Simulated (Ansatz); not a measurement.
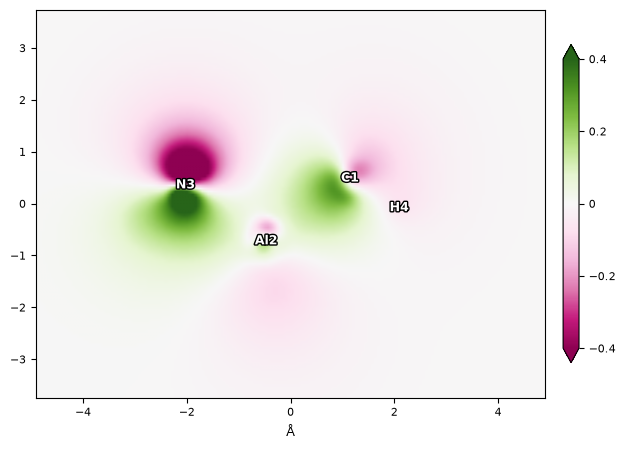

The picture shows: CH$_{7}$AlN (SMILES [CH3][AlH2-][NH2]) (charge −1). The HOMO on the plane of atoms Al2, C1 and H4 (values in Å⁻³ᐟ²; the overall sign is arbitrary).

Geometry: PBE0-D3(BJ)/def2-SVPD.

Method: isolated molecule in a Gaussian basis; Kohn-Sham density functional theory, functional PBE0 in Ansatz 0.2.0.

```xyz
10

C    -0.7700    1.1919   -0.5231
Al    0.4876   -0.3450   -0.9025
N     1.9401    0.3001   -1.9178
H    -1.6516    0.8769    0.0652
H    -1.1586    1.6407   -1.4568
H    -0.2742    2.0046    0.0386
H    -0.3846   -1.5275   -1.6798
H     1.1332   -0.9726    0.4814
H     1.7797    0.6281   -2.8657
H     2.7966   -0.2443   -1.9311
```

Question: Describe this orbital and give its energy.

Answer: By Hirshfeld shares it lies mainly on N3 (about 45 %), H7 (about 20 %) and Al2 (about 15 %). Its energy is −1.46 eV.
